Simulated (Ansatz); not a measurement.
## Electronic structure of FH$_{3}$O$_{3}$Sn···H$_{2}$ in real space

```json
{"atom": "Sn", "x (Å)": "0.2650", "y (Å)": "0.3988", "z (Å)": "-0.2737"}
{"atom": "H", "x (Å)": "-0.1256", "y (Å)": "-0.3162", "z (Å)": "2.5586"}
{"atom": "O", "x (Å)": "1.7366", "y (Å)": "-0.0337", "z (Å)": "-1.5032"}
{"atom": "H", "x (Å)": "1.9078", "y (Å)": "-0.9877", "z (Å)": "-1.4738"}
{"atom": "O", "x (Å)": "-1.1379", "y (Å)": "1.5520", "z (Å)": "-1.0321"}
{"atom": "H", "x (Å)": "-1.5012", "y (Å)": "1.1586", "z (Å)": "-1.8397"}
{"atom": "O", "x (Å)": "-0.4164", "y (Å)": "-1.3803", "z (Å)": "0.2553"}
{"atom": "H", "x (Å)": "-1.2051", "y (Å)": "-1.3109", "z (Å)": "0.8139"}
{"atom": "F", "x (Å)": "0.9608", "y (Å)": "1.5516", "z (Å)": "1.0643"}
{"atom": "H", "x (Å)": "0.1606", "y (Å)": "0.3387", "z (Å)": "2.6151"}
```

Core potentials replace the inner electrons of Sn; not at a stationary point (largest force 1.8 eV/Å).

Method: RKS r2SCAN-D4/def2-SVP (Ansatz).

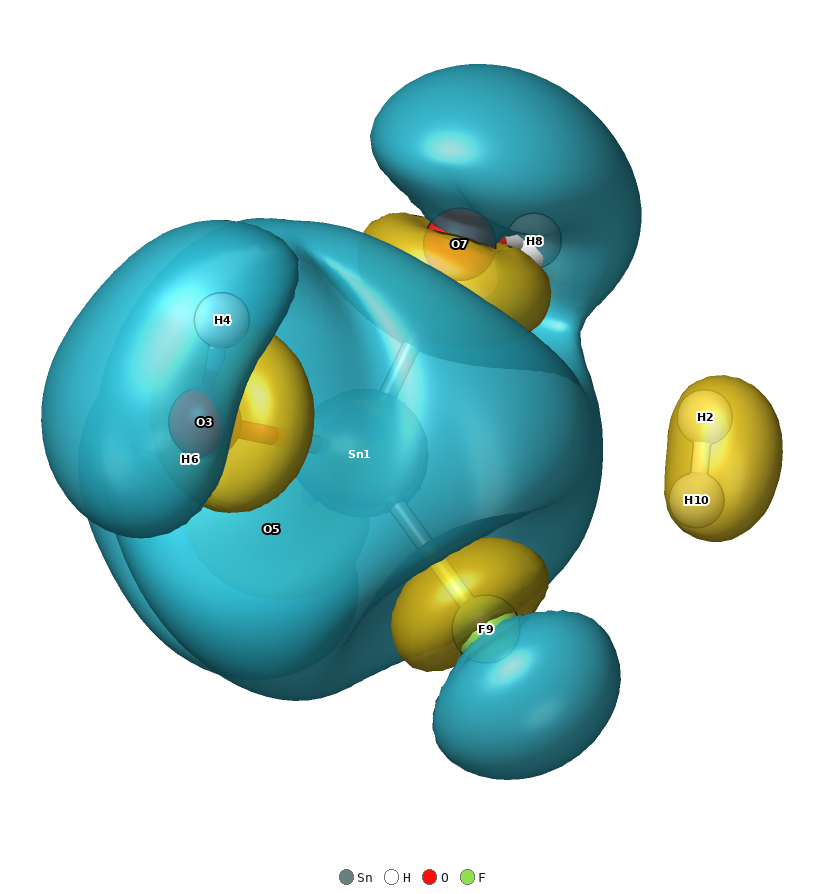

Figure 1. The LUMO at ±0.05 Å⁻³ᐟ² (yellow and cyan are the two phases), seen from one side.

### What is the character of this orbital?

By Hirshfeld shares it lies mainly on Sn1 (about 40 %), O7 (about 15 %), O5 (about 15 %), O3 (about 10 %) and F9 (about 10 %). Its energy is −2.73 eV.

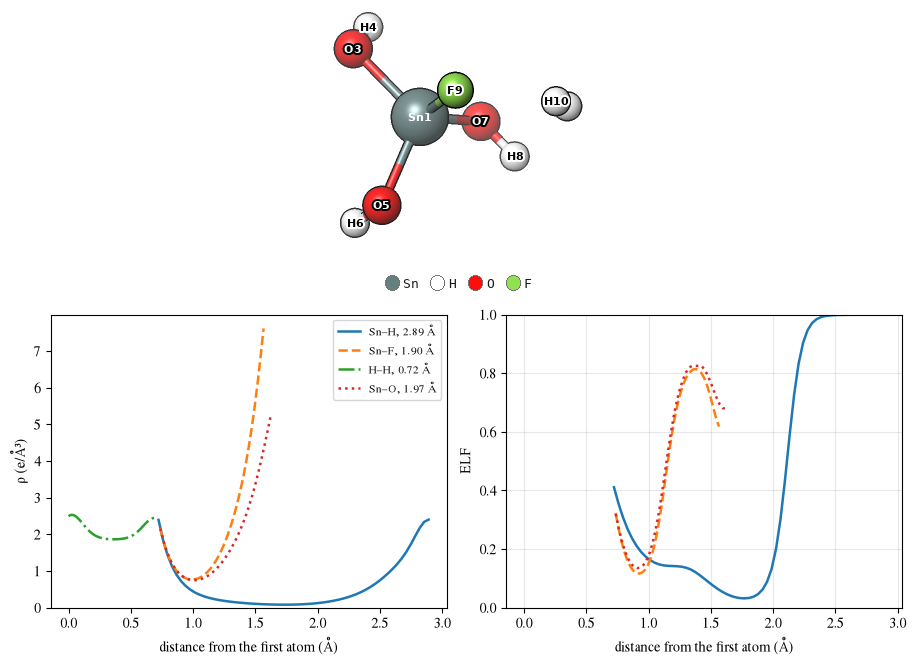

Figure 2. Electron density and ELF along straight lines between neighbouring atoms. The curves leave out the atomic cores. The structure is drawn too.

### What can be read from the curves?

Sn1···H10 (2.89 Å): the density falls to about 0.08 e/Å³ on the way; the ELF dips to about 0.05 between them.
Sn–F (1.90 Å): ρ at the midpoint is about 0.79 e/Å³; the ELF peaks at about 0.80 in the valence shell of F, 0.5 Å from its nucleus, and drops to about 0.10 between the two atoms.
H–H (0.72 Å): the density is about 1.9 e/Å³ at the midpoint; the ELF peaks at about 1 between the atoms (a covalent bond by its length).
Sn–O (1.97 Å): ρ at the midpoint is about 0.75 e/Å³; the ELF peaks at about 0.85 in the valence shell of O, 0.6 Å from its nucleus, and drops to about 0.15 between the two atoms.

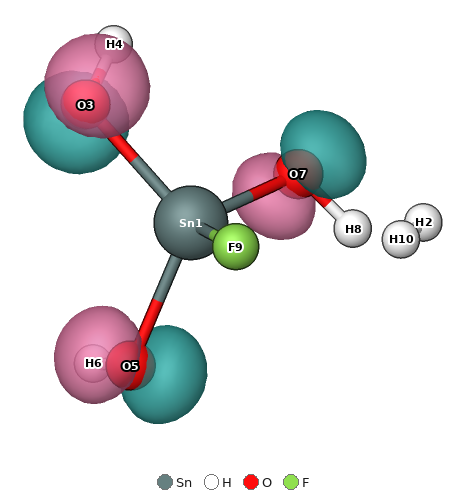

Figure 3. The HOMO at ±0.2 Å⁻³ᐟ² (teal and pink are the two phases), seen at a tilt.

### Where does this orbital lie, and at what energy?

It lies mainly on O3 (about 35 %), O5 (about 30 %) and O7 (about 20 %); largely a combination of lone pairs on O3, O5 and O7. Its energy is −7.72 eV.
